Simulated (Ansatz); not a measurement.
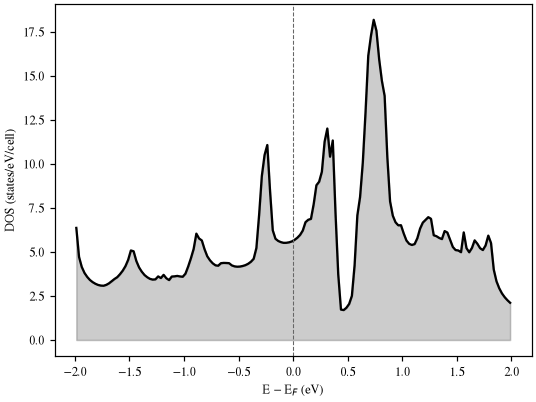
Fig. 1. Density of states of Cr2AlC (P6_3/mmc) near the Fermi level, PBEsol, rigid bands run with Ansatz (a program for electronic structure).

With 8 atoms a cell, what bare Sommerfeld coefficient γ = (π²/3) k_B² N(E_F) follows?

N(E_F) ≈ 5.7 states/eV a cell at 300 K, so γ ≈ 1.68 mJ/(mol of atoms·K²), before many-body enhancement (phonons, spin fluctuations, correlation).

How far does the Fermi level move in a rigid band for 0.1 electron a cell added or removed?

17 meV and -18 meV.

A metal at this level (no band gap); rigid bands, thermally averaged at 300 K, both spins. Spin-orbit coupling is left out. Geometry: cell and atoms relaxed with PBEsol.

Computed structure with no diffraction record at hand here (it may be known, metastable or hypothetical): Cr2AlC (P6_3/mmc). Treated as nonmagnetic (a ferromagnetic start lost its moment, other orders weren't tried): Cr2AlC (P6_3/mmc).
